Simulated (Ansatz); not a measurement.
```xyz
4
charge 0, multiplicity 1
S    -0.3198    1.5723   -0.5143
Mg   -0.2414   -0.6562   -0.0554
Cl   -0.1738   -3.4322    0.4958
H     0.7807    1.3990    0.2399
```

Geometry: moved along internal coordinates away from the minimum.

Describe the molecule in this file.

Formula ClHMgS. As SMILES it reads `[SH][Mg][Cl]`. All atoms lie on one plane. Coordination: 1 S bent; 1 Mg linear.

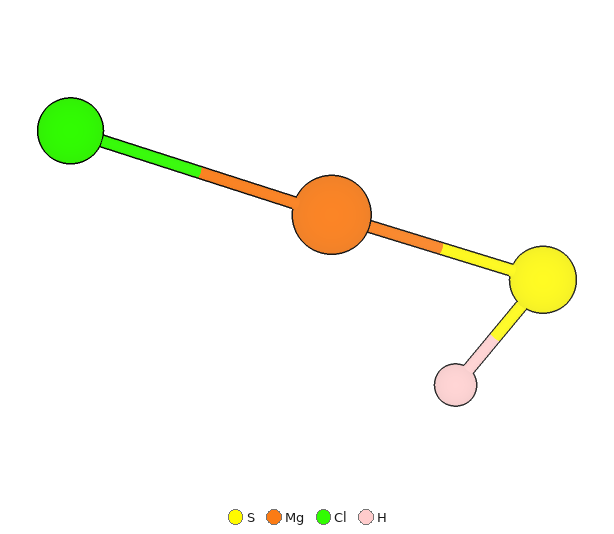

Figure made from data computed with Ansatz.
